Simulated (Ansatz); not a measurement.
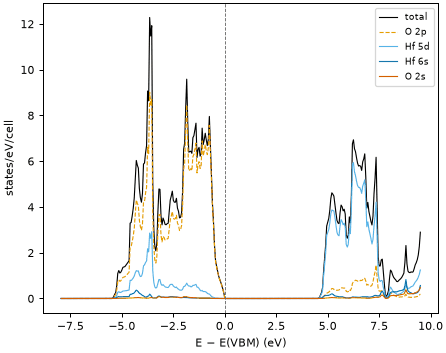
Figure. Total and projected density of states of HfO2 (rutile, P4_2/mnm), the program Ansatz at the r²SCAN level (PAW)

Which orbitals carry the states next to the gap?

Top 1 eV of the valence band: O 2p 95 %. Bottom 1 eV of the conduction band: Hf 5d 85 %, O 2p 9 %. Projections are on Löwdin-orthogonalised atomic valence shells; empty p or d shells of many metals are not among them.

Where is the tallest occupied peak in this window, and what makes it?

Near -3.6 eV, about 12 states/eV per cell; the largest projected share is O 2p.

The first step of the workflow began from a Materials Project structure, measured or hypothetical; the Crystallography Open Database copy checked does not list it. It is not the phase usual at ambient conditions (space group No. 14, 29). Symmetry was held in the r²SCAN relaxation; its stability against distortions is not shown here. The run is not spin-polarised. Scalar-relativistic: spin–orbit coupling is off unless named, which matters more the heavier the elements.

Potentials: the later of the program's two PAW sets.
